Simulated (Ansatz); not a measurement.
**CHF3O3S (triflic acid) at B3LYP/6-31G(d) (spherical functions)**

What is the energy change on altering one bond length of CHF3O3S (triflic acid) at B3LYP/6-31G* (spherical functions)? 

The results are computed with Ansatz 0.2.0.

115 further runs of the same task are left out: 1 that didn't finish, 114 set aside as unsound or not needed.

## Step 1: The structure to begin with

The species is CHF3O3S (9 atoms), meant as a singlet with charge 0. As SMILES, `O=S(=O)(O)C(F)(F)F`. The coordinates come from a PBE0-D4/def2-TZVP relaxation. This is one conformer, not always the lowest.

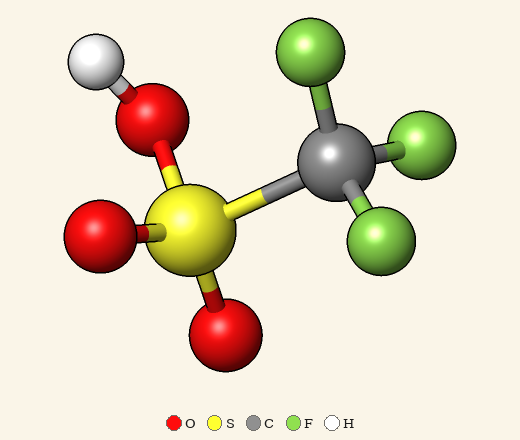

The structure, seen from a chosen angle (oxygen red, sulfur yellow, carbon grey, fluorine green, hydrogen white).

## Step 2: A single-point energy at B3LYP/6-31G(d) (spherical functions)

File run.yaml:

```yaml
crystal:
  periodic: [false, false, false]
  atoms:
    - symbol: O
      position_ang: [1.462890, -0.581870, 0.985740]
    - symbol: S
      position_ang: [0.298500, -0.778940, 0.194370]
    - symbol: O
      position_ang: [0.144480, -1.837650, -0.729970]
    - symbol: O
      position_ang: [-0.972740, -0.777950, 1.128120]
    - symbol: C
      position_ang: [0.003130, 0.796730, -0.725230]
    - symbol: F
      position_ang: [-0.076560, 1.801740, 0.138180]
    - symbol: F
      position_ang: [1.014380, 1.004120, -1.547510]
    - symbol: F
      position_ang: [-1.120920, 0.723830, -1.412290]
    - symbol: H
      position_ang: [-0.753170, -0.350000, 1.968590]
basis:
  gaussian:
    orbitals: 6-31G_st_-spherical.json
hamiltonian:
  xc: {name: B3LYP}
accuracy: high
output: {orbitals: {seedname: orbitals}}
```

The basis set 6-31G* is read from a file made from the Basis Set Exchange's data (not shown).

Command:

```console
ansatz run run.yaml --threads 1 --pin off --max-ram 3480MiB --events-out events.jsonl --progress --plain --runs-dir runs
```

What it wrote:

```text
Warning: RAYON_NUM_THREADS=1 ignored (pool sized by the plan → 1); use --threads N
Functional definition: B3LYP
  name "B3LYP"
  parameter a0 = 0.2
  parameter ax = 0.72
  parameter ac = 0.81
  exchange = (1 - a0 - ax)*slater_x + ax*b88_x + a0*exact_x
  correlation = (1 - ac)*vwn_rpa_c + ac*lyp_c
2686 factors; integrals over basis functions are off by at most 6.4e-9 eV
mean field evaluation 1: about -26163.7766 eV, gradient 8.9e1 eV
mean field evaluation 2: about -26129.4544 eV, gradient 1.7e2 eV
mean field evaluation 4: about -26176.3591 eV, gradient 9.4e0 eV
mean field evaluation 8: about -26176.9160 eV, gradient 1.2e0 eV
mean field evaluation 16: about -26176.9189 eV, gradient 3.2e-4 eV
mean field -26176.91885387 eV, -961.9840245270 hartree, gradient 5.4e-8 eV, S^2 0.000000; 0 other end points of the search recorded, 0 dependent functions left out
reference -26176.91888320 eV, -961.9840256046 hartree; 37, 37 occupied and 81, 81 virtual orbitals, 2686 factors
Total energy: -26176.91888320 eV, -961.9840256046 hartree
```

Run time: 16 s. Hardware: 1 thread of Intel Xeon Platinum 8259CL at 2.50GHz (Skylake/Cascade Lake), shared host; peak memory 0.55 GiB.

## Step 3: The distorted shape at the same level

File job.yaml:

```yaml
crystal:
  periodic: [false, false, false]
  atoms:
    - symbol: O
      position_ang: [1.551503, -1.054580, 1.261625]
    - symbol: S
      position_ang: [0.387113, -1.251650, 0.470255]
    - symbol: O
      position_ang: [0.233093, -2.310360, -0.454085]
    - symbol: O
      position_ang: [-0.884127, -1.250660, 1.404005]
    - symbol: C
      position_ang: [0.003130, 0.796730, -0.725230]
    - symbol: F
      position_ang: [-0.076560, 1.801740, 0.138180]
    - symbol: F
      position_ang: [1.014380, 1.004120, -1.547510]
    - symbol: F
      position_ang: [-1.120920, 0.723830, -1.412290]
    - symbol: H
      position_ang: [-0.664557, -0.822710, 2.244475]
basis:
  gaussian:
    orbitals: 6-31G_st_-spherical.json
hamiltonian:
  xc: {name: B3LYP}
accuracy: high
output: {orbitals: {seedname: orbitals}}
```

The basis set 6-31G* is read from a file made from the Basis Set Exchange's data (not shown).

Command:

```console
ansatz run job.yaml --threads 1 --pin off --max-ram 3480MiB --events-out events.jsonl --progress --plain --runs-dir runs
```

What it wrote, shortened:

```text
Warning: RAYON_NUM_THREADS=1 ignored (pool sized by the plan → 1); use --threads N
[... 7 set-up lines as earlier in the session ...]
2633 factors; integrals over basis functions are off by at most 4.4e-9 eV
mean field evaluation 1: about -26162.1951 eV, gradient 8.9e1 eV
mean field evaluation 2: about -26118.1553 eV, gradient 1.7e2 eV
mean field evaluation 4: about -26175.0447 eV, gradient 1.3e1 eV
mean field evaluation 8: about -26175.7545 eV, gradient 1.6e0 eV
mean field evaluation 16: about -26175.7597 eV, gradient 6.8e-4 eV
mean field -26175.75969071 eV, -961.9414260664 hartree, gradient 9.8e-8 eV, S^2 0.000000; 0 other end points of the search recorded, 0 dependent functions left out
reference -26175.75972105 eV, -961.9414271816 hartree; 37, 37 occupied and 81, 81 virtual orbitals, 2633 factors
Total energy: -26175.75972105 eV, -961.9414271816 hartree
```

Wall time 15 s (1 thread of Intel Xeon Platinum 8259CL at 2.50GHz (Skylake/Cascade Lake), shared host); peak memory 0.54 GiB.

## Step 4: Results

At B3LYP/6-31G* (spherical functions):

| quantity | value |
| --- | --- |
| first shape: total energy | -961.98403 Eh |
| first shape: HOMO energy | -9.39 eV |
| first shape: LUMO energy | 0.47 eV |
| first shape: HOMO–LUMO gap | 9.86 eV |
| distorted shape: total energy | -961.94143 Eh |
| distorted shape: HOMO energy | -8.13 eV |
| distorted shape: LUMO energy | -2.60 eV |
| distorted shape: HOMO–LUMO gap | 5.53 eV |
| energy change with the S2–C5 bond stretched from 1.848 to 2.403 Å | 1.159 eV |

In words: With the S2–C5 bond stretched from 1.848 to 2.403 Å the energy rises by 1.16 eV (112 kJ/mol). The first shape isn't relaxed at this level, so the change isn't measured from a minimum.
